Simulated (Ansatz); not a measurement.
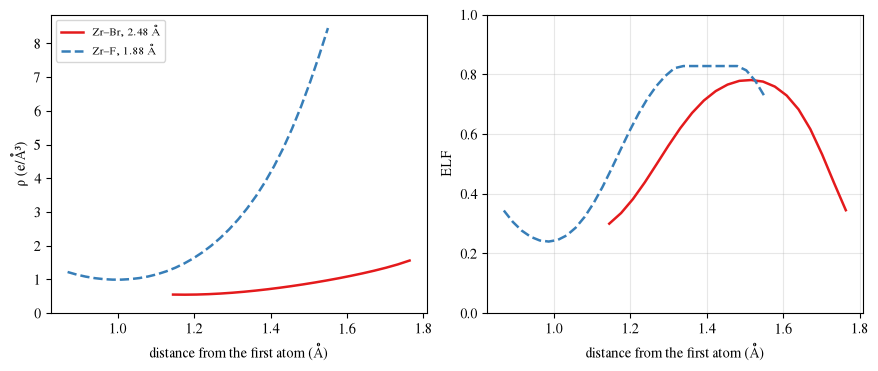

Figure 1: Br3FZr (SMILES [F][Zr]([Br])([Br])[Br]). Electron density and ELF along straight lines between neighbouring atoms. The curves leave out the atomic cores.

Geometry: PBE0-D4/def2-SVP; core potentials replace the inner electrons of Zr.

The calculation used Ansatz 0.2.0, isolated molecule in a Gaussian basis; Kohn-Sham density functional theory, functional PBE0.

```csv
atom,x (Å),y (Å),z (Å)
Br,2.2185,-1.3947,-0.4952
Br,-1.6339,-0.9962,-1.6636
Br,0.5981,2.2898,-0.8996
F,-0.3951,-0.0977,1.5620
Zr,0.1542,-0.0532,-0.2346
```

> Compare the contacts.

Zr–Br (2.48 Å): ρ at the midpoint is about 0.56 e/Å³; the ELF peaks at about 0.80 in the valence shell of Br, 1.0 Å from its nucleus, and is about 0.45 at the midpoint.
Zr–F (1.88 Å): the density is about 1 e/Å³ at the midpoint; the ELF peaks at about 0.85 in the valence shell of F, 0.5 Å from its nucleus, and drops to about 0.25 between the two atoms.
